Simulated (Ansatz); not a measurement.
## Run report: AlN2H6F, nudged elastic band

- system: AlN2H6F
- method: RKS B3LYP-D4/6-31G* (Ansatz 0.2.0)

One setting was made poor on purpose. It belongs to a series of runs on one base structure; here: band between the two ends. Figures and captions count atoms from 1; the log counts them from 0 in places.

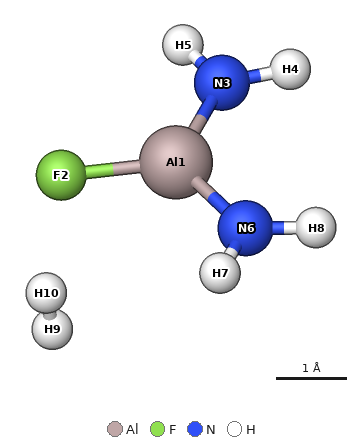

**Figure 1.** The starting structure (ball-and-stick view, seen at a tilt; atoms are numbered from 1 in the order of the input). Sticks mark near contacts.

### Summary

| quantity | value |
| --- | --- |
| outcome | converged |
| barrier, forward | 1.708 eV |
| barrier, backward | 0.008 eV |
| hardware | 1 thread of Intel Xeon (Granite Rapids), 32 GiB of memory available, shared host |
| wall time | 4.3 min |
| peak memory | 0.17 GiB |

A deliberately poor setting: straight start. The order of the saddle point was not checked.

### The input
```yaml
crystal:
  periodic: [false, false, false]
  atoms:
    - { symbol: Al, position_ang: [0.021663, -0.224747, -0.191267] }
    - { symbol: F, position_ang: [0.032556, -0.151692, 1.469936] }
    - { symbol: "N", position_ang: [1.574654, -0.209515, -1.042745] }
    - { symbol: H, position_ang: [1.692301, -0.247126, -2.046361] }
    - { symbol: H, position_ang: [2.473155, -0.146694, -0.58259] }
    - { symbol: "N", position_ang: [-1.542027, -0.328401, -1.016831] }
    - { symbol: H, position_ang: [-2.433967, -0.355193, -0.540727] }
    - { symbol: H, position_ang: [-1.674242, -0.352255, -2.019128] }
    - { symbol: H, position_ang: [-0.002144, 2.918566, 1.612968] }
    - { symbol: H, position_ang: [0.003852, 2.180057, 1.697945] }
basis:
  gaussian: { orbitals: "6-31G*" }
hamiltonian:
  xc: b3lyp
  dispersion: d4
neb:
  order_check: false
  images: 5
  f_tol: 0.05
  max_iterations: 60
  initial_path: linear
  final_atoms:
    - { symbol: Al, position_ang: [0.01661013, 0.61528894, -0.31403352] }
    - { symbol: F, position_ang: [0.00855964, 0.18563926, 1.77637234] }
    - { symbol: "N", position_ang: [1.57325313, -0.03938911, -0.89731784] }
    - { symbol: H, position_ang: [1.68130507, -0.83704277, -1.50948703] }
    - { symbol: H, position_ang: [2.47828014, 0.35565028, -0.67802763] }
    - { symbol: "N", position_ang: [-1.53303779, -0.02164694, -0.93441746] }
    - { symbol: H, position_ang: [-1.65257487, -0.87086011, -1.47023765] }
    - { symbol: H, position_ang: [-2.42163996, 0.45068544, -0.82760559] }
    - { symbol: H, position_ang: [-0.00031034, 2.10495107, 0.33277077] }
    - { symbol: H, position_ang: [-0.00464415, 1.13972395, 1.86318361] }
```

Launch command:
```bash
ansatz run input.yaml --threads 1 --pin off --max-ram 2048MiB --backend cpu --events-out ev --progress --plain --runs-dir out
```

### Output
```
Engine: ansatz 0.2.0, x86_64-unknown-linux-gnu
Functional definition: B3LYP
  parameter a0 = 0.2
  parameter ax = 0.72
  parameter ac = 0.81
  exchange = (1 - a0 - ax)*slater_x + ax*b88_x + a0*exact_x
  correlation = (1 - ac)*vwn_rpa_c + ac*lyp_c
832 factors; integrals over basis functions are off by at most 4.5e-4 eV
mean field evaluation 1: about -12380.8421 eV, gradient 8.7e1 eV
mean field evaluation 2: about -12362.6690 eV, gradient 1.2e2 eV
mean field evaluation 4: about -12394.8634 eV, gradient 3.0e0 eV
mean field evaluation 8: about -12394.8869 eV, gradient 1.4e-2 eV
mean field -12394.88689964 eV, -455.5036920057 hartree, gradient 5.2e-5 eV, S^2 0.000000; 0 other end points of the search recorded, 0 dependent functions left out
the calculation of the forces begins
reference -12394.88716464 eV, -455.5037017443 hartree; 21, 21 occupied and 55, 55 virtual orbitals, 832 factors
832 factors; integrals over basis functions are off by at most 3.9e-4 eV
mean field evaluation 16: about -12357.8520 eV, gradient 1.2e2 eV
mean field -12393.17842905 eV, -455.4409068695 hartree, gradient 5.9e-5 eV, S^2 0.000000; 0 other end points of the search recorded, 0 dependent functions left out
[... from here on the field's lines of each further geometry are left out, up to the last ...]
NEB iter   1: max|band force component| = 3.357e0 eV/Å  barrier→ = 3.3759 eV  barrier← = 1.6764 eV  Δτ_max = 0.2000 Å  (174 SCF iters)
NEB iter   2: max|band force component| = 4.114e0 eV/Å  barrier→ = 2.1076 eV  barrier← = 0.4081 eV  Δτ_max = 0.1024 Å  (136 SCF iters)
NEB iter   3: max|band force component| = 3.270e0 eV/Å  barrier→ = 1.7768 eV  barrier← = 0.0773 eV  Δτ_max = 0.1010 Å  (136 SCF iters)
NEB iter   4: max|band force component| = 1.654e0 eV/Å  barrier→ = 1.7455 eV  barrier← = 0.0460 eV  Δτ_max = 0.2000 Å  (125 SCF iters)
NEB iter   5: max|band force component| = 1.091e0 eV/Å  barrier→ = 1.7366 eV  barrier← = 0.0371 eV  Δτ_max = 0.1994 Å  (130 SCF iters)
NEB iter   6: max|band force component| = 9.021e-1 eV/Å  barrier→ = 1.7168 eV  barrier← = 0.0173 eV  Δτ_max = 0.1989 Å  (126 SCF iters)
NEB iter   7: max|band force component| = 4.662e-1 eV/Å  barrier→ = 1.7100 eV  barrier← = 0.0105 eV  CI = image 5  Δτ_max = 0.1995 Å  (129 SCF iters)
NEB iter   8: max|band force component| = 3.274e-1 eV/Å  barrier→ = 1.7091 eV  barrier← = 0.0096 eV  CI = image 5  Δτ_max = 0.0878 Å  (123 SCF iters)
NEB iter   9: max|band force component| = 2.838e-1 eV/Å  barrier→ = 1.7071 eV  barrier← = 0.0076 eV  CI = image 5  Δτ_max = 0.2000 Å  (118 SCF iters)
NEB iter  10: max|band force component| = 3.791e-1 eV/Å  barrier→ = 1.7077 eV  barrier← = 0.0082 eV  CI = image 5  Δτ_max = 0.1009 Å  (127 SCF iters)
NEB iter  11: max|band force component| = 3.103e-1 eV/Å  barrier→ = 1.7083 eV  barrier← = 0.0088 eV  CI = image 5  Δτ_max = 0.1000 Å  (124 SCF iters)
NEB iter  12: max|band force component| = 3.342e-1 eV/Å  barrier→ = 1.7088 eV  barrier← = 0.0093 eV  CI = image 5  Δτ_max = 0.0501 Å  (127 SCF iters)
NEB iter  13: max|band force component| = 1.974e-1 eV/Å  barrier→ = 1.7086 eV  barrier← = 0.0091 eV  CI = image 5  Δτ_max = 0.0502 Å  (123 SCF iters)
NEB iter  14: max|band force component| = 1.073e-1 eV/Å  barrier→ = 1.7078 eV  barrier← = 0.0083 eV  CI = image 5  Δτ_max = 0.0501 Å  (120 SCF iters)
NEB iter  15: max|band force component| = 9.853e-2 eV/Å  barrier→ = 1.7076 eV  barrier← = 0.0081 eV  CI = image 5  Δτ_max = 0.0501 Å  (120 SCF iters)
NEB iter  16: max|band force component| = 1.398e-1 eV/Å  barrier→ = 1.7076 eV  barrier← = 0.0081 eV  CI = image 5  Δτ_max = 0.0250 Å  (119 SCF iters)
NEB iter  17: max|band force component| = 1.039e-1 eV/Å  barrier→ = 1.7077 eV  barrier← = 0.0082 eV  CI = image 5  Δτ_max = 0.0250 Å  (120 SCF iters)
NEB iter  18: max|band force component| = 1.033e-1 eV/Å  barrier→ = 1.7077 eV  barrier← = 0.0082 eV  CI = image 5  Δτ_max = 0.0250 Å  (117 SCF iters)
NEB iter  19: max|band force component| = 1.135e-1 eV/Å  barrier→ = 1.7078 eV  barrier← = 0.0083 eV  CI = image 5  Δτ_max = 0.0250 Å  (117 SCF iters)
NEB iter  20: max|band force component| = 1.106e-1 eV/Å  barrier→ = 1.7077 eV  barrier← = 0.0082 eV  CI = image 5  Δτ_max = 0.0501 Å  (118 SCF iters)
NEB iter  21: max|band force component| = 8.460e-2 eV/Å  barrier→ = 1.7077 eV  barrier← = 0.0082 eV  CI = image 5  Δτ_max = 0.0994 Å  (111 SCF iters)
NEB iter  22: max|band force component| = 9.365e-2 eV/Å  barrier→ = 1.7077 eV  barrier← = 0.0082 eV  CI = image 5  Δτ_max = 0.0990 Å  (117 SCF iters)
NEB iter  23: max|band force component| = 9.583e-2 eV/Å  barrier→ = 1.7077 eV  barrier← = 0.0082 eV  CI = image 5  Δτ_max = 0.0500 Å  (115 SCF iters)
NEB iter  24: max|band force component| = 1.003e-1 eV/Å  barrier→ = 1.7077 eV  barrier← = 0.0082 eV  CI = image 5  Δτ_max = 0.0250 Å  (111 SCF iters)
NEB iter  25: max|band force component| = 5.358e-2 eV/Å  barrier→ = 1.7077 eV  barrier← = 0.0082 eV  CI = image 5  Δτ_max = 0.0501 Å  (108 SCF iters)
NEB iter  26: max|band force component| = 5.136e-2 eV/Å  barrier→ = 1.7077 eV  barrier← = 0.0082 eV  CI = image 5  Δτ_max = 0.1002 Å  (110 SCF iters)
NEB iter  27: max|band force component| = 6.451e-2 eV/Å  barrier→ = 1.7077 eV  barrier← = 0.0082 eV  CI = image 5  Δτ_max = 0.0500 Å  (113 SCF iters)
NEB iter  28: max|band force component| = 7.146e-2 eV/Å  barrier→ = 1.7077 eV  barrier← = 0.0082 eV  CI = image 5  Δτ_max = 0.0250 Å  (108 SCF iters)
NEB iter  29: max|band force component| = 6.708e-2 eV/Å  barrier→ = 1.7077 eV  barrier← = 0.0082 eV  CI = image 5  Δτ_max = 0.0250 Å  (108 SCF iters)
NEB iter  30: max|band force component| = 5.141e-2 eV/Å  barrier→ = 1.7077 eV  barrier← = 0.0082 eV  CI = image 5  Δτ_max = 0.0250 Å  (108 SCF iters)
the calculation of the forces begins
reference -12394.71485012 eV, -455.4973693024 hartree; 21, 21 occupied and 55, 55 virtual orbitals, 832 factors
832 factors; integrals over basis functions are off by at most 4.1e-4 eV
mean field -12393.16726930 eV, -455.4404967565 hartree, gradient 2.5e-5 eV, S^2 0.000000; 1 other end points of the search recorded, 0 dependent functions left out
the calculation of the forces begins
reference -12393.16752650 eV, -455.4405062084 hartree; 21, 21 occupied and 55, 55 virtual orbitals, 832 factors
NEB iter  31: max|band force component| = 3.702e-2 eV/Å  barrier→ = 1.7077 eV  barrier← = 0.0082 eV  CI = image 5  Δτ_max = 0.0000 Å  (230 SCF iters)
```

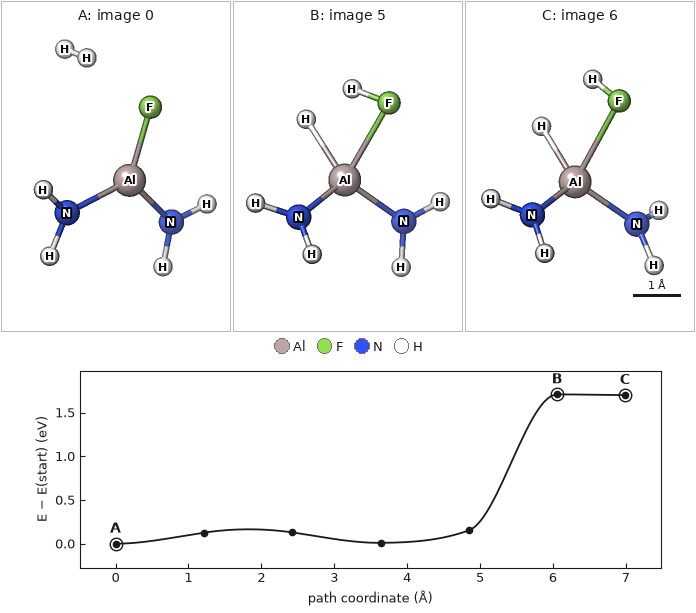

**Figure 2.** Images of the last band (counted from 0; ball-and-stick, seen at a tilt) above the energy along the path; the line is a cubic interpolation that uses the forces. The highest image is number 5, 1.708 eV above the start and 0.008 eV above the end (the climbing image); the end lies 1.699 eV above the start. The path is 6.99 Å long. The band converged in 31 iterations.

```
Total energy: -12393.40611871 eV, -455.4492743101 hartree
Atom 0 at     0.050179     0.512460    -0.258720 Å, force    -0.000147     0.000139     0.000205 eV/Å
Atom 1 at    -0.189020     0.545298     1.725024 Å, force     0.000223    -0.000329     0.000033 eV/Å
Atom 2 at     1.498867    -0.505024    -0.464424 Å, force    -0.000132     0.000046    -0.000014 eV/Å
Atom 3 at     1.760677    -0.934946    -1.341870 Å, force     0.000062    -0.000020    -0.000030 eV/Å
Atom 4 at     2.246442    -0.604834     0.209621 Å, force     0.000066    -0.000026     0.000086 eV/Å
Atom 5 at    -1.432453     0.208547    -1.194539 Å, force     0.000062    -0.000313    -0.000017 eV/Å
Atom 6 at    -1.711757    -0.687015    -1.573175 Å, force    -0.000114     0.000075    -0.000059 eV/Å
Atom 7 at    -2.128743     0.913065    -1.400027 Å, force     0.000074     0.000131     0.000039 eV/Å
Atom 8 at     0.136785     2.122916     0.214436 Å, force     0.000068     0.000046     0.000041 eV/Å
Atom 9 at    -0.085177     1.512534     1.424876 Å, force    -0.000162     0.000251    -0.000283 eV/Å
Dipole moment:     0.007242    -0.007580    -0.024794 e Å
this run last wrote the band of iteration 31 to [file]
```

### The last band as extended XYZ (Å, eV, eV/Å)
```
10
Properties=species:S:1:pos:R:3:forces:R:3 image=0 energy=-12395.11357
Al    0.0217   -0.2247   -0.1913   -0.0004   0.0008  -0.0003
F     0.0326   -0.1517    1.4699    0.0005  -0.0001   0.0025
N     1.5747   -0.2095   -1.0427    0.0000   0.0002   0.0020
H     1.6923   -0.2471   -2.0464    0.0006   0.0008  -0.0037
H     2.4732   -0.1467   -0.5826   -0.0004  -0.0013   0.0002
N    -1.5420   -0.3284   -1.0168    0.0020  -0.0001  -0.0002
H    -2.4340   -0.3552   -0.5407   -0.0010   0.0011  -0.0001
H    -1.6742   -0.3523   -2.0191   -0.0008  -0.0012  -0.0004
H    -0.0021    2.9186    1.6130   -0.0009   0.0071  -0.0008
H     0.0039    2.1801    1.6979    0.0004  -0.0073   0.0008
10
Properties=species:S:1:pos:R:3:forces:R:3 image=1 energy=-12394.98716
Al    0.0578   -0.2387   -0.1611    0.0012   0.0278  -0.0094
F     0.0789   -0.1452    1.5007   -0.0081  -0.0420   0.0031
N     1.6295   -0.3723   -0.9608    0.0007   0.0131  -0.0006
H     1.7417   -0.5559   -1.9492   -0.0009  -0.0019   0.0012
H     2.5263   -0.3486   -0.4935    0.0003   0.0314  -0.0023
N    -1.4686   -0.2485   -1.0841    0.0115  -0.0295   0.0157
H    -2.2782   -0.7739   -0.7801   -0.0584   0.0297   0.0847
H    -1.7766    0.5318   -1.6499    0.0469  -0.0067  -0.0991
H    -0.2182    2.9754    1.3665    0.0049  -0.0117   0.0018
H    -0.1469    2.2588    1.5529    0.0018  -0.0101   0.0049
10
Properties=species:S:1:pos:R:3:forces:R:3 image=2 energy=-12394.98443
Al    0.0457   -0.1962   -0.1347   -0.0058   0.0111  -0.0110
F     0.0485    0.1481    1.4943    0.0067   0.0253  -0.0009
N     1.6080   -0.6072   -0.8541   -0.0040  -0.0180  -0.0094
H     1.7556   -0.6961   -1.8510    0.0013   0.0009   0.0014
H     2.4802   -0.7003   -0.3504   -0.0070  -0.0304   0.0124
N    -1.4450   -0.1214   -1.1114    0.0394   0.0045   0.0220
H    -1.9127   -0.9453   -1.4663    0.0387  -0.0280  -0.0952
H    -2.1204    0.6252   -1.0123   -0.0658   0.0126   0.0913
H    -0.1849    3.1470    1.2201   -0.0026   0.0102  -0.0051
H    -0.1293    2.4291    1.4069   -0.0008   0.0118  -0.0055
10
Properties=species:S:1:pos:R:3:forces:R:3 image=3 energy=-12395.10377
Al    0.0547   -0.1893   -0.0101    0.0068   0.0015  -0.0001
F     0.0144    0.1835    1.6100   -0.0014   0.0007  -0.0043
N     1.5933   -0.7161   -0.7132   -0.0074  -0.0023  -0.0112
H     1.7492   -0.8998   -1.6955    0.0043  -0.0027   0.0005
H     2.4457   -0.8557   -0.1871   -0.0031   0.0018   0.0074
N    -1.4417   -0.0450   -0.9456    0.0029  -0.0065  -0.0003
H    -1.5554   -0.3049   -1.9159    0.0010  -0.0037  -0.0086
H    -2.3023    0.3384   -0.5781   -0.0111  -0.0083   0.0046
H    -0.2636    3.0805    0.6688    0.0133   0.0123   0.0109
H    -0.1486    2.4915    1.1079   -0.0052   0.0073   0.0012
10
Properties=species:S:1:pos:R:3:forces:R:3 image=4 energy=-12394.96104
Al   -0.0526   -0.0083    0.0389   -0.0310  -0.1699   0.0962
F    -0.2033    0.1732    1.6938   -0.0387  -0.1141  -0.0123
N     1.5388   -0.5264   -0.5371    0.0075  -0.0253   0.0042
H     1.7828   -0.6951   -1.5035    0.0138   0.0536  -0.0172
H     2.3290   -0.7020    0.0690    0.0086  -0.0577  -0.0014
N    -1.4365    0.1299   -1.0708    0.0128  -0.0090   0.0136
H    -1.6640   -0.6046   -1.7289    0.0266   0.0446  -0.0797
H    -2.2292    0.7491   -0.9649   -0.0057  -0.0291   0.0992
H     0.0794    2.4504    0.3394   -0.0052   0.1068   0.0372
H     0.0014    2.1170    1.0055    0.0114   0.2001  -0.1398
10
Properties=species:S:1:pos:R:3:forces:R:3 image=5 energy=-12393.40586
Al    0.0502    0.5125   -0.2587   -0.0001   0.0001   0.0002
F    -0.1890    0.5453    1.7250    0.0002  -0.0003   0.0000
N     1.4989   -0.5050   -0.4644   -0.0001   0.0000   0.0000
H     1.7607   -0.9349   -1.3419    0.0001   0.0000   0.0000
H     2.2464   -0.6048    0.2096    0.0001   0.0000   0.0001
N    -1.4325    0.2085   -1.1945    0.0001  -0.0003   0.0000
H    -1.7118   -0.6870   -1.5732   -0.0001   0.0001  -0.0001
H    -2.1287    0.9131   -1.4000    0.0001   0.0001   0.0000
H     0.1368    2.1229    0.2144    0.0001   0.0000   0.0000
H    -0.0852    1.5125    1.4249   -0.0002   0.0003  -0.0003
10
Properties=species:S:1:pos:R:3:forces:R:3 image=6 energy=-12393.41407
Al    0.0861    0.6090   -0.2980   -0.0058  -0.0029   0.0040
F    -0.2107    0.1258    1.7594    0.0140   0.0279  -0.0120
N     1.5170   -0.3470   -0.7781   -0.0147   0.0194   0.0100
H     1.5112   -1.1296   -1.4186    0.0013  -0.0060  -0.0058
H     2.4602   -0.1633   -0.4622   -0.0033  -0.0019  -0.0006
N    -1.4974    0.3407   -1.0807    0.0040   0.0189   0.0107
H    -1.7426   -0.4456   -1.6673   -0.0059  -0.0080  -0.0064
H    -2.2719    0.9897   -1.0266    0.0184  -0.0129  -0.0007
H     0.3237    2.0463    0.4200    0.0041  -0.0147  -0.0040
H    -0.0298    1.0571    1.8933   -0.0121  -0.0198   0.0048
```
